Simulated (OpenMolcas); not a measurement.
## Single-point calculation, with input and output: SiCl$_{3}$F (part 2 of 2)

Continued. System: SiCl$_{3}$F, multiplicity 3, SMILES F[Si](Cl)(Cl)Cl. Method: CASPT2/ANO-R1, sfX2C (OpenMolcas 26.06). The geometry is that of the parent species in another charge or spin state. The geometry comes from this level: GFN2-xTB.

Geometry of the input (Å):
```
F  0.8510  -0.9020  1.0332
Si 0.0004  -0.0034  0.0022
Cl -1.5937  0.6279  1.0188
Cl -0.4653  -1.2100  -1.5149
Cl 1.2076  1.4874  -0.5393
```

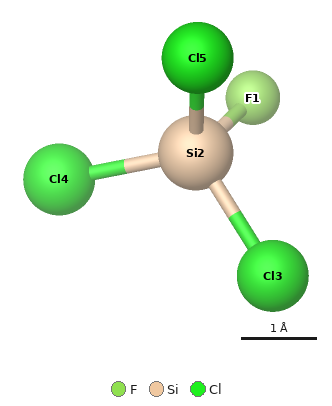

The structure (ball-and-stick view, seen at a tilt; atoms are numbered from 1 in the order of the input).

## Log, continued
```
       84   1   19    1  -771.81841495   -1.03E-06* -1.19E-02   32  46 1  1.06E-04*  0.40   2.20    QN   YES    0:00:00
       85   1   19    1  -771.81841649   -1.53E-06* -1.65E-02   32  46 1  1.33E-04*  0.40   2.18    QN   YES    0:00:00
       86   1   19    1  -771.81841860   -2.12E-06* -2.01E-02   32  46 1  1.15E-04*  0.40   2.08    QN   YES    0:00:00
       87   1   20    1  -771.81842120   -2.60E-06* -2.04E-02   34  44 1  1.34E-04*  0.40   1.89    QN   YES    0:00:00
       88   1   20    1  -771.81842410   -2.90E-06* -1.70E-02   34  44 1  1.29E-04*  0.40   1.81    QN   YES    0:00:00
       89   1   21    1  -771.81842723   -3.13E-06* -1.37E-02   30  46 1  1.28E-04*  0.40   1.85    QN   YES    0:00:00
       90   1   20    1  -771.81843028   -3.05E-06*  1.34E-02   32  46 1 -1.47E-04*  0.40   1.81    QN   YES    0:00:00
       91   1   19    1  -771.81843277   -2.49E-06*  9.67E-03   32  38 1 -1.08E-04*  0.40   1.75    QN   YES    0:00:00
       92   1   19    1  -771.81843465   -1.88E-06* -1.23E-02   29  42 1  1.01E-04*  0.40   1.47    QN   YES    0:00:00
       93   1   19    1  -771.81843581   -1.16E-06*  4.81E-03   38  51 1 -1.19E-04*  0.40   1.16    QN   YES    0:00:00
       94   1   19    1  -771.81843676   -9.49E-07* -8.45E-03   38  51 1 -1.03E-04*  0.40   1.39    QN   YES    0:00:00
       95   1   18    1  -771.81843744   -6.85E-07* -3.21E-03   38  51 1 -7.56E-05   0.40   1.50    QN   YES    0:00:00
       96   1   17    1  -771.81843791   -4.69E-07* -7.04E-03   29  42 1 -7.19E-05   0.40   0.88    QN   YES    0:00:00
       97   1   17    1  -771.81843828   -3.71E-07* -4.16E-03   34  44 1  5.04E-05   0.40   1.46    QN   YES    0:00:00
       98   1   16    1  -771.81843856   -2.74E-07* -2.74E-03   32  46 1 -3.04E-05   0.40   1.71    QN   YES    0:00:00
       99   1   15    1  -771.81843873   -1.76E-07*  2.04E-03   31  46 1  2.23E-05   0.40   1.50    QN   YES    0:00:00
      100   1   15    1  -771.81843883   -9.92E-08*  2.14E-03   34  44 1 -2.31E-05   0.40   1.89    QN   YES    0:00:00
      101   1   15    1  -771.81843893   -9.65E-08* -1.81E-03   38  49 1 -1.89E-05   0.40   1.70    QN   YES    0:00:00
      102   1   14    1  -771.81843901   -7.79E-08* -1.58E-03   38  46 1  2.00E-05   0.40   1.90    QN   YES    0:00:00
      103   1   14    1  -771.81843909   -8.45E-08*  1.80E-03   38  46 1  2.05E-05   0.40   1.94    QN   YES    0:00:00
      104   1   15    1  -771.81843919   -1.00E-07*  2.57E-03   31  46 1 -2.39E-05   0.40   2.07    QN   YES    0:00:00
      105   1   16    1  -771.81843933   -1.40E-07*  3.91E-03   35  43 1 -2.61E-05   0.40   2.14    QN   YES    0:00:00
      106   1   17    1  -771.81843954   -2.10E-07* -6.16E-03   34  46 1 -3.28E-05   0.40   2.19    QN   YES    0:00:00
      107   1   18    1  -771.81843987   -3.29E-07* -9.49E-03   31  44 1  4.45E-05   0.40   2.19    QN   YES    0:00:00
      108   1   18    1  -771.81844038   -5.05E-07* -1.32E-02   33  41 1  5.37E-05   0.40   2.12    QN   YES    0:00:00
      109   1   19    1  -771.81844108   -7.06E-07* -1.49E-02   31  46 1  6.10E-05   0.40   1.97    QN   YES    0:00:00
      110   1   19    1  -771.81844191   -8.29E-07*  1.21E-02   30  43 1 -6.10E-05   0.40   1.81    QN   YES    0:00:00
      111   1   18    1  -771.81844269   -7.82E-07*  6.42E-03   38  50 1 -5.23E-05   0.40   1.71    QN   YES    0:00:00
      112   1   18    1  -771.81844326   -5.68E-07*  2.38E-03   34  46 1  4.30E-05   0.40   1.61    QN   YES    0:00:00
      113   1   17    1  -771.81844356   -3.02E-07*  1.15E-03   33  41 1 -3.68E-05   0.40   1.55    QN   YES    0:00:00
      114   1   16    1  -771.81844370   -1.39E-07*  1.01E-03   38  52 1  2.26E-05   0.40   1.54    QN   YES    0:00:00
      115   1   14    1  -771.81844376   -6.34E-08* -8.12E-04   38  49 1  1.80E-05   0.40   1.56    QN   YES    0:00:00
      116   1   13    1  -771.81844380   -3.18E-08* -6.50E-04   38  49 1  1.52E-05   0.40   1.64    QN   YES    0:00:00
      117   1   13    1  -771.81844382   -1.96E-08*  4.19E-04   33  41 1  1.14E-05   0.40   1.68    QN   YES    0:00:00
      118   1   13    1  -771.81844383   -1.39E-08*  3.48E-04   33  36 1 -9.54E-06   0.40   1.75    QN   YES    0:00:00
      119   1   12    1  -771.81844384   -1.22E-08*  3.94E-04   33  36 1 -1.06E-05   0.40   1.91    QN   YES    0:00:00
      120   1   13    1  -771.81844386   -1.40E-08*  5.72E-04   33  36 1 -1.09E-05   0.40   2.03    QN   YES    0:00:00
      121   1   13    1  -771.81844387   -1.90E-08*  6.68E-04   33  41 1 -1.49E-05   0.40   2.05    QN   YES    0:00:00
      122   1   14    1  -771.81844390   -2.63E-08*  1.00E-03   31  46 1 -1.66E-05   0.40   2.03    QN   YES    0:00:00
      123   1   15    1  -771.81844394   -3.46E-08*  1.13E-03   35  43 1 -1.41E-05   0.40   1.97    QN   YES    0:00:00
      124   1   14    1  -771.81844398   -4.17E-08* -1.35E-03   38  43 1 -2.03E-05   0.40   1.88    QN   YES    0:00:00
      125   1   14    1  -771.81844402   -4.41E-08*  1.24E-03   38  43 1 -2.25E-05   0.40   1.82    QN   YES    0:00:00
      126   1   14    1  -771.81844406   -4.02E-08*  8.59E-04   38  43 1 -1.86E-05   0.40   1.72    QN   YES    0:00:00
      127   1   14    1  -771.81844409   -3.02E-08* -5.37E-04   31  46 1  1.37E-05   0.40   1.62    QN   YES    0:00:00
      128   1   13    1  -771.81844411   -1.85E-08*  3.80E-04   38  70 1 -8.01E-06   0.40   1.52    QN   YES    0:00:00
      129   1   12    1  -771.81844412   -9.30E-09   1.96E-04   34  38 1 -5.96E-06   0.40   1.47    QN   YES    0:00:00
      Convergence after129 iterations
      130   1   12    1  -771.81844412   -4.15E-09   1.96E-04   31  46 1 -5.44E-06   0.40   1.47    QN   YES    0:00:00

      ************************************************************************************************************************
                                                      Wave function printout:
                       occupation of active orbitals, and spin coupling of open shells (u,d: Spin up or down)
      ************************************************************************************************************************

      Note: transformation to natural orbitals
      has been made, which may change the order of the CSFs.

      printout of CI-coefficients larger than  0.05 for root  1
      energy=   -1771.818444
      conf/sym  111111     Coeff  Weight
             1  22uu00  -0.99352 0.98708
            88  uduuud  -0.06232 0.00388

      Natural orbitals and occupation numbers for root  1
      sym 1:   1.986725   1.987747   0.999990   1.000026   0.011504   0.014007

      ************************************************************************************************************************
      *                                                    Final results                                                     *
      ************************************************************************************************************************

++    Final optimization conditions:
      ------------------------------

      Average CI energy                           -1771.81844412
      RASSCF energy for state  1                  -1771.81844412
      Super-CI energy                                -0.00000000
      RASSCF energy change                           -0.00000000
      Max change in MO coefficients              -2.041E-04
      Max non-diagonal density matrix element     1.957E-04
      Maximum BLB matrix element                 -5.441E-06
      (orbital pair  31,  46 in symmetry   1)
      Norm of electronic gradient            2.648E-05
--

      Final state energy(ies):
      ------------------------

::    RASSCF root number  1 Total energy:  -1771.81844412
      Von Neumann Entropy (Root   1) =  1.11128

      Mulliken population analysis for root number:  1
      -----------------------------------------------

++    Molecular charges:
      ------------------

      Mulliken charges per centre
      ---------------------------

                F1      SI2     CL3     CL4     CL5
      Total    9.3742 13.5850 17.1943 16.6528 17.1937

      N-E     -0.3742  0.4150 -0.1943  0.3472 -0.1937

      Total electronic charge=   74.000000

      Total            charge=   -0.000000
--

      Expectation values of various properties for root number:  1
      -----------------------------------------------------------

++    Molecular properties:
      ---------------------

      Charge (e):
                      =   -0.0000
      Dipole Moment (debye):
      Origin of the operator (angstrom)=   -0.0895    0.0950   -0.1087
                   X= -8.3429E-01               Y= -3.1886E+00               Z= -3.3028E+00           Total=  4.6660E+00
      Quadrupole Moment (debye*angstrom):
      Origin of the operator (angstrom)=   -0.0895    0.0950   -0.1087
                  XX= -5.8452E+01              XY=  4.6942E-01              XZ=  1.3658E+00              YY= -5.3566E+01
                  YZ=  3.8763E+00              ZZ= -5.4481E+01
      In traceless form (debye*angstrom)
                  XX= -4.4286E+00              XY=  7.0413E-01              XZ=  2.0487E+00              YY=  2.9005E+00
                  YZ=  5.8144E+00              ZZ=  1.5281E+00
--

      Mulliken spin population analysis for root number:  1
      ---------------------------------------------------

++    Molecular charges:
      ------------------

      Mulliken spin population per centre
      ---------------------------

                F1      SI2     CL3     CL4     CL5
      Total    0.0077  0.6840  0.0878  1.1346  0.0858

      Total electronic spin=    2.000000
--

      LoProp population analysis for root number:  1
      -----------------------------------------------

++    LoProp analysis:
      ----------------

++    Static properties:
      ------------------

      LoProp Charges per center

                   F1       SI2      CL3      CL4      CL5
      Nuclear      9.0000  14.0000  17.0000  17.0000  17.0000
      Electronic  -9.4747 -13.2917 -17.2902 -16.6536 -17.2897

      Total       -0.4747   0.7083  -0.2902   0.3464  -0.2897
--

      Natural Bond Order analysis for root number:  1

++    Natural Bond Order analysis
      ---------------------------
      Based on LoProp computed density
      -------------------------------------------------------------------------------------
      Atom A       Atom B       Bond Order
      -------------------------------------------------------------------------------------
      NBO located      1.000 non-bonded electrons on atom F1
      NBO located      0.992 non-bonded electrons on atom SI2
      NBO located      1.000 non-bonded electrons on atom SI2
      NBO located      0.998 non-bonded electrons on atom SI2
      NBO located      0.998 non-bonded electrons on atom SI2
      NBO located      0.998 non-bonded electrons on atom SI2
      NBO located      0.998 non-bonded electrons on atom CL3
      NBO located      1.000 non-bonded electrons on atom CL3
      NBO located      1.000 non-bonded electrons on atom CL3
      NBO located      1.000 non-bonded electrons on atom CL3
      NBO located      1.000 non-bonded electrons on atom CL3
      NBO located      0.997 non-bonded electrons on atom CL4
      NBO located      1.000 non-bonded electrons on atom CL4
      NBO located      1.000 non-bonded electrons on atom CL4
      NBO located      1.000 non-bonded electrons on atom CL4
      NBO located      1.000 non-bonded electrons on atom CL4
      NBO located      1.019 non-bonded electrons on atom CL5
      NBO located      0.998 non-bonded electrons on atom CL5
      NBO located      1.000 non-bonded electrons on atom CL5
      NBO located      1.000 non-bonded electrons on atom CL5
      NBO located      1.000 non-bonded electrons on atom CL5
      NBO located      1.000 non-bonded electrons on atom CL5
      The remaining   15.992 electrons are to be considered as diffuse
--

--

      Average orbitals are written to the RASORB file
      Natural orbitals for root   1 are written to the RASORB.1 file
      Spin density orbitals for root   1 are written to the SPDORB.1 file

--- Stop Module: rasscf /rc=_RC_ALL_IS_WELL_ ---
--- Module rasscf spent 27 seconds ---

--- Start Module: caspt2 ---

                                              &CASPT2

                       available to each process: 1.9 GB of memory, 1 thread

++    Wave function specifications:
      -----------------------------

      Number of closed shell electrons          32
      Number of electrons in active shells       6
      Max number of holes in RAS1 space          0
      Max number of electrons in RAS3 space      0
      Number of inactive orbitals               16
      Number of active orbitals                  6
      Number of secondary orbitals              46
      Spin quantum number                      1.0
      State symmetry                             1
      Number of CSFs                           189
      Number of CASSCF root(s) available         1
      CASPT2 state passed to geometry opt.       1
      A file JOBMIX will be created
      This is a CASSCF or RASSCF reference function
--

++    Orbital specifications:
      -----------------------

      Symmetry species                           1
                                                 a
      Frozen orbitals                           18
      Inactive orbitals                         16
      Active orbitals                            6
      Secondary orbitals                        46
      Deleted orbitals                           0
      Number of basis functions                 86
--

++    CASPT2 specifications:
      ----------------------

      Type of calculation                        SS-CASPT2
      Fock operator                              state-specific
      IPEA shift                                 0.25
      Real shift                                 0.00
      Imaginary shift                            0.20
      The input orbitals will be transformed to quasi-canonical
--

--------------------------------------------------------------------------------
 Estimated memory requirements:
  POLY3 :                   263366
  RHS:                      562528
  SIGMA :                   665104
  PRPCTL:                        0
 Available workspace:    232482164

++ CASPT2 computation for group   1

********************************************************************************
 Multi-State initialization phase begins for group   1
--------------------------------------------------------------------------------
********************************************************************************
 Compute H0 matrices for state    1
--------------------------------------------------------------------------------
--------------------------------------------------------------------------------
 H0 matrices have been computed.

********************************************************************************
  CASPT2 EQUATION SOLUTION
--------------------------------------------------------------------------------

  Total nr of CASPT2 parameters:
   Before reduction:      654274
   After  reduction:      653500

 Variance of |WF0>:       2.7041399327

 The contributions to the second order correlation energy in atomic units.
-----------------------------------------------------------------------------------------------------------------------------
  IT.      VJTU        VJTI        ATVX        AIVX        VJAI        BVAT        BJAT        BJAI        TOTAL       RNORM
-----------------------------------------------------------------------------------------------------------------------------
   1    -0.002073   -0.003460   -0.003905   -0.056519   -0.049281   -0.021923   -0.125705   -0.430742   -0.693608    0.012732
   2    -0.002154   -0.003612   -0.003979   -0.057442   -0.049729   -0.022049   -0.125940   -0.431115   -0.696020    0.001902
   3    -0.002160   -0.003611   -0.003983   -0.057479   -0.049725   -0.022051   -0.125931   -0.431093   -0.696034    0.000368
   4    -0.002161   -0.003615   -0.003982   -0.057463   -0.049714   -0.022047   -0.125921   -0.431081   -0.695984    0.000064
   5    -0.002161   -0.003615   -0.003982   -0.057463   -0.049713   -0.022047   -0.125922   -0.431081   -0.695984    0.000012
   6    -0.002161   -0.003615   -0.003982   -0.057463   -0.049714   -0.022047   -0.125922   -0.431082   -0.695986    0.000002
-----------------------------------------------------------------------------------------------------------------------------

  FINAL CASPT2 RESULT:

      Reference energy:       -1771.8184441237
      E2 (Non-variational):      -0.6959856464
      Shift correction:          -0.0038762945
      E2 (Variational):          -0.6998619409
      Total energy:           -1772.5183060647
      Residual norm:              0.0000004259
      Reference weight:           0.80768

      Contributions to the CASPT2 correlation energy
      Active & Virtual Only:         -0.0260295948
      One Inactive Excited:          -0.1855457744
      Two Inactive Excited:          -0.4844102772

++ Denominators, etc.
--------------------------------------------------------------------------------------------------------------
 Report on small energy denominators, large coefficients, and large energy contributions.
CASE  SYMM ACTIVE-MIX  NON-ACTIVE INDICES          DENOMINATOR     RHS VALUE       COEFFICIENT     CONTRIBUTION
VJTU     1  Mu1.0001  In1.028                       0.29938726      0.00000035      0.00000400      0.00000000
VJTU     1  Mu1.0001  In1.029                       0.27697349     -0.00007035     -0.00067188      0.00000005
VJTU     1  Mu1.0001  In1.030                       0.23247063     -0.00000004      0.00000409     -0.00000000
VJTU     1  Mu1.0001  In1.031                       0.11447306     -0.00003977     -0.00141316      0.00000006
VJTU     1  Mu1.0001  In1.032                       0.10478955     -0.00003643     -0.00125124      0.00000005
VJTU     1  Mu1.0001  In1.033                       0.08357271     -0.00000232     -0.00000409      0.00000000
VJTU     1  Mu1.0001  In1.034                       0.06520309     -0.00000125      0.00000451     -0.00000000
ATVX     1  Mu1.0001  Se1.041                       0.13110995      0.00019340     -0.00159590     -0.00000031
ATVX     1  Mu1.0001  Se1.042                       0.17653399      0.00006978     -0.00048808     -0.00000003
ATVX     1  Mu1.0001  Se1.043                       0.18261686     -0.00000188      0.00003325     -0.00000000
ATVX     1  Mu1.0001  Se1.044                       0.22425103     -0.00001020      0.00062971     -0.00000001
AIVX     1  Mu1.0005  In1.023 Se1.050               2.09908213      0.07502579     -0.03518392     -0.00263970
VJAIP    1  Mu1.0001  Se1.051 In1.030 In1.023       2.17668638      0.06758883     -0.03062469     -0.00206989
BJATM    1  Mu1.0002  In1.030 Se1.051 Se1.050       2.35400505      0.09148149     -0.03857846     -0.00352921
BJAIP    1  Se1.077 In1.028 Se1.077 In1.028         4.60951708      0.12197228     -0.02664465     -0.00324991
BJAIP    1  Se1.050 In1.030 Se1.050 In1.030         2.42168215      0.06608095     -0.02713474     -0.00179309
BJAIP    1  Se1.051 In1.030 Se1.051 In1.030         2.44849280      0.06723994     -0.02729408     -0.00183525
BJAIP    1  Se1.053 In1.030 Se1.053 In1.030         2.49199786      0.06382784     -0.02546055     -0.00162509
BJAIM    1  Se1.082 In1.028 Se1.082 In1.029         7.60597652     -0.20062195      0.02637338     -0.00529108
BJAIM    1  Se1.059 In1.033 Se1.059 In1.034         2.40451910      0.06562495     -0.02718258     -0.00178386
--

   (Skipping property calculation,
    use PROP keyword to activate)
--

  Total CASPT2 energies:
::    CASPT2 Root  1     Total energy:  -1772.51830606

  A NEW JOBIPH FILE NAMED 'JOBMIX' IS PREPARED.
********************************************************************************
--- Stop Module: caspt2 /rc=_RC_ALL_IS_WELL_ ---
--- Module caspt2 spent 1 second ---

.##################.
.# Happy landing! #.
.##################.

    Timing: Wall=33.64 User=32.03 System=1.40
```

## Results in brief

```tsv
quantity	value
outcome	converged
total energy	−1772.518306 hartree
CASSCF energy	−1771.818444 hartree
basis functions	86
wall time	34 s
peak memory	0.086 GiB
```
